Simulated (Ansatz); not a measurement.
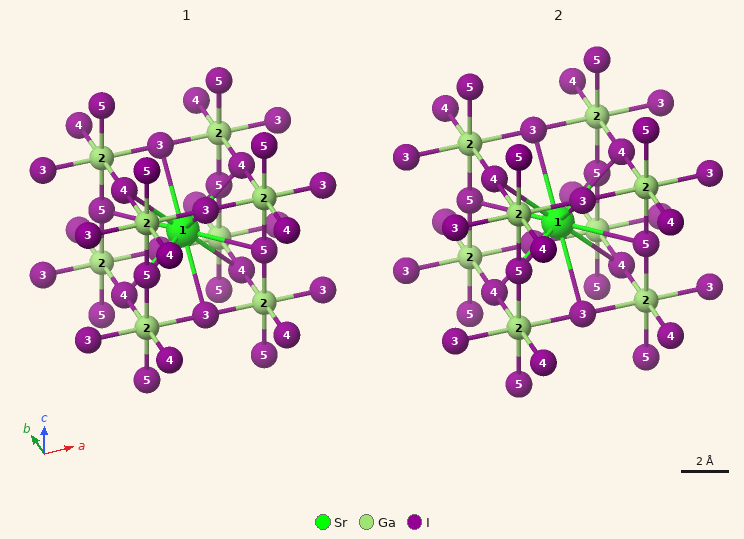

Two geometries of solid SrGaI3 (a generated structure, set up in Pm-3m) (coarse preliminary run), drawn at one scale. One is the start of a relaxation, the other its converged end. A ball-and-stick model of the cell of the calculation, seen from a free direction.

Method: DFT PBE, scalar-relativistic, plane waves, PAW in Ansatz 0.2.0. Settings: plane-wave cutoff 420 eV; k-point mesh 4 × 4 × 4; occupations gaussian; smearing width 0.1 eV; no spin polarisation; cell and atoms relaxed; force threshold 0.04 eV/Å; at most 70 steps.

Which of the two is the end point?

Answer. Structure 2 is the relaxed one. Over 3 accepted moves (4 points after the start) the energy falls by 159 meV per atom. All forces vanish by symmetry, so only the cell relaxes. The pressure goes from 7.21 to 0.09 GPa. The SCF was repeated once at an unchanged geometry on a basis and grid sized afresh for the cell, which shifted the energy by 1.5 meV per atom at most. The atoms keep their places relative to the cell (all moves are under 0.005 Å). The volume changes by +27.4 %, with a = b = c 5.441 → 5.898 Å (+8.4 %). Among the contacts that change: Sr1–I3 3.848 → 4.171 Å, Ga2–I3 2.721 → 2.949 Å. The space group stays Pm-3m (No. 221).
